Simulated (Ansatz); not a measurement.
# SnH3F (SnFH3): levels of theory compared

Aim: a comparison of 6 runs (HF/STO-3G, BLYP/STO-3G, UPBE0/STO-3G, MP2/STO-3G, CCSD/STO-3G, CCSD(T)/STO-3G) of SnH3F (SnFH3). 

The calculation is run with Ansatz 0.2.0.

50 further runs of the same task are left out: 7 that didn't finish, 43 set aside as unsound or not needed.

## 1. The system as given

SnH3F: 5 atoms, total charge 0, spin state singlet. SMILES: `[H][Sn]([H])([H])[F]`. The H4–Sn1 distance was set to 4.154 Å, away from the relaxed value. At this shape a bond of the SMILES string is far longer than usual.

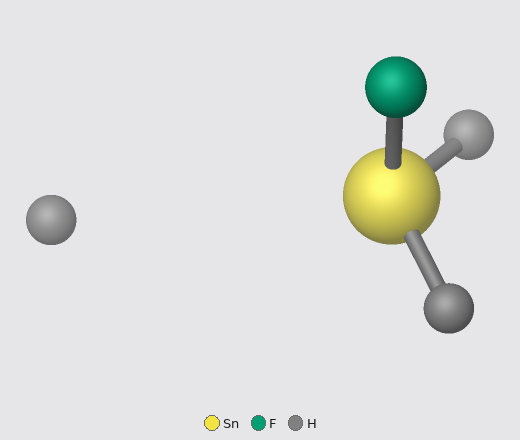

Viewed from a chosen angle; tin yellow, fluorine teal, hydrogen grey.

## 2. The energy at HF/STO-3G (run 1)

Input file in.yaml:

```yaml
crystal:
  periodic: [false, false, false]
  atoms:
    - {symbol: Sn, position_ang: [1.220129, -2.106603, 0.351386]}
    - {symbol: F, position_ang: [1.234459, -2.128293, 2.275656]}
    - {symbol: H, position_ang: [2.841949, -2.098053, -0.019864]}
    - {symbol: H, position_ang: [-0.817750, 1.408460, -0.512480]}
    - {symbol: H, position_ang: [0.412089, -3.511603, -0.021434]}
basis:
  gaussian:
    orbitals: STO-3G
accuracy: high
hamiltonian:
  xc: hf
magnetization:
  spin_polarized: false
```

The run is started by

```
$ ansatz run in.yaml --threads 1 --pin off --max-ram 2610MiB --events-out events.jsonl --progress --plain --runs-dir runs
```

Standard output:

```text
Warning: RAYON_NUM_THREADS=1 ignored (pool sized by the plan → 1); use --threads N
Functional definition: HF
  name "HF"
  exchange = exact_x
  correlation = 0
629 factors; integrals over basis functions are off by at most 4.9e-9 eV
mean field evaluation 1: about -164968.5577 eV, gradient 1.8e1 eV
mean field evaluation 2: about -164968.5796 eV, gradient 1.8e1 eV
mean field evaluation 4: about -164970.8419 eV, gradient 7.3e0 eV
mean field evaluation 8: about -164975.1231 eV, gradient 2.3e-1 eV
mean field evaluation 16: about -164975.1198 eV, gradient 2.5e-8 eV
mean field -164975.11980361 eV, -6062.7238286303 hartree, gradient 2.5e-8 eV, S^2 0.000000; 1 other end points of the search recorded, 0 dependent functions left out
reference -164975.11980361 eV, -6062.7238286303 hartree; 31, 31 occupied and 4, 4 virtual orbitals, 629 factors
Total energy: -164975.11980361 eV, -6062.7238286303 hartree
```

It took 1.1 s on 1 thread of Arm Neoverse N1, shared host.

## 3. The energy at BLYP/STO-3G (run 2)

Input file job.yaml:

```yaml
crystal:
  periodic: [false, false, false]
  atoms:
    - symbol: Sn
      position_ang: [1.220129, -2.106603, 0.351386]
    - symbol: F
      position_ang: [1.234459, -2.128293, 2.275656]
    - symbol: H
      position_ang: [2.841949, -2.098053, -0.019864]
    - symbol: H
      position_ang: [-0.817750, 1.408460, -0.512480]
    - symbol: H
      position_ang: [0.412089, -3.511603, -0.021434]
basis:
  gaussian:
    orbitals: STO-3G
hamiltonian:
  xc: {name: BLYP}
accuracy: high
```

The run is started by

```
$ ansatz run job.yaml --threads 1 --pin off --max-ram 2610MiB --events-out events.jsonl --progress --plain --runs-dir runs
```

Standard output:

```text
Warning: RAYON_NUM_THREADS=1 ignored (pool sized by the plan → 1); use --threads N
Functional definition: BLYP
  name "BLYP"
  parameter beta = 0.0042
  parameter a = 0.04918
  parameter b = 0.132
  parameter c = 0.2533
  parameter d = 0.349
  exchange = b88_x(beta = beta)
  correlation = lyp_c(a = a, b = b, c = c, d = d)
629 factors; integrals over basis functions are off by at most 4.9e-9 eV
mean field evaluation 1: about -165031.1656 eV, gradient 1.8e1 eV
mean field evaluation 2: about -165026.1425 eV, gradient 2.4e1 eV
mean field evaluation 4: about -165028.5869 eV, gradient 3.5e1 eV
mean field evaluation 8: about -165040.1813 eV, gradient 2.4e-1 eV
mean field evaluation 16: about -165040.1816 eV, gradient 1.2e-8 eV
mean field -165040.18161169 eV, -6065.1148059765 hartree, gradient 1.2e-8 eV, S^2 0.000000; 0 other end points of the search recorded, 0 dependent functions left out
reference -165040.18165264 eV, -6065.1148074816 hartree; 31, 31 occupied and 4, 4 virtual orbitals, 629 factors
Total energy: -165040.18165264 eV, -6065.1148074816 hartree
```

Wall time 3.6 s (1 thread of Arm Neoverse N1, shared host); peak memory 0.1 GiB.

Runs 3 to 5 aren't shown in full; the table further down has their settings and results.

## 4. A single-point energy at CCSD(T)/STO-3G (run 6)

Input file molecule.yaml:

```yaml
crystal:
  periodic: [false, false, false]
  atoms:
    - {symbol: Sn, position_ang: [1.220129, -2.106603, 0.351386]}
    - {symbol: F, position_ang: [1.234459, -2.128293, 2.275656]}
    - {symbol: H, position_ang: [2.841949, -2.098053, -0.019864]}
    - {symbol: H, position_ang: [-0.817750, 1.408460, -0.512480]}
    - {symbol: H, position_ang: [0.412089, -3.511603, -0.021434]}
basis:
  gaussian:
    orbitals: STO-3G
magnetization:
  spin_polarized: false
  initial_magnetization: 0
accuracy: high
scf:
  omitted_lower_state_checks: [cluster_reference, increment]
correlation:
  method: ccsd_t
  frozen_orbitals: {F: 1, H: 0, Sn: 18}
```

The run is started by

```
$ ansatz run molecule.yaml --threads 1 --pin off --max-ram 2610MiB --events-out events.jsonl --progress --plain --runs-dir runs
```

Standard output:

```text
Warning: RAYON_NUM_THREADS=1 ignored (pool sized by the plan → 1); use --threads N
[... 12 lines left out ...]
19 core orbitals not correlated: weight in the atoms' cores, before any rotation towards them, 1.000 or more for the frozen orbitals, at most 0.000 for the correlated occupied ones
[... 34 lines left out ...]
WARN: these amplitudes may be one of several solutions (largest doubles amplitude 0.92, level shift 12.80 eV)
Total energy: -164982.42561620 eV, -6062.9923122908 hartree
Checks for a lower state left out: cluster_reference, increment
```

Run time: 1.3 s. Hardware: 1 thread of Arm Neoverse N1, shared host.

## 5. All runs side by side

```tsv
run	level	frozen core orbitals	energy (Eh)	wall time
1	HF/STO-3G	–	-6062.723829	1.1 s
2	BLYP/STO-3G	–	-6065.114807	3.6 s
3	UPBE0/STO-3G	–	-6064.972718	10 s
4	MP2/STO-3G	19	-6062.914150	1.6 s
5	CCSD/STO-3G	19	-6062.978491	1.3 s
6	CCSD(T)/STO-3G	19	-6062.992312	1.3 s
```

## 6. Results

```
                                           quantity           value
                                run 6: total energy  -6062.99231 Eh
run 6: correlation energy (19 core orbitals frozen)      -268.5 mEh
                              run 6: (T) correction      -13.82 mEh
                               run 6: T1 diagnostic           0.029
```

**Reading.** Below the HF energy at the same shape and in the same basis (STO-3G): MP2 -190.3 mEh; CCSD -254.7 mEh; CCSD(T) -268.5 mEh. Totals of different functionals can't be ranked against each other. In runs 4, 5, 6 the log says that unrestricted orbitals would lower the reference, so the values rest on an unstable closed-shell determinant (other closed-shell runs at this shape may share the fault). In runs 1, 2, 3, 4, 5, 6 the basis is minimal, so the values are rough. In runs 1, 2, 4, 5, 6 a closed-shell determinant meets a far-stretched bond, which it describes badly. In runs 1, 2, 3, 4, 5, 6 relativity is left out where basis or elements ask for it. Spin contamination of the reference: run 3 ⟨S²⟩ = 1.00. Where it is this large, the reference is a mixture of spin states, and values that rest on it are in doubt. All runs together took 19 s, the longest 10 s.
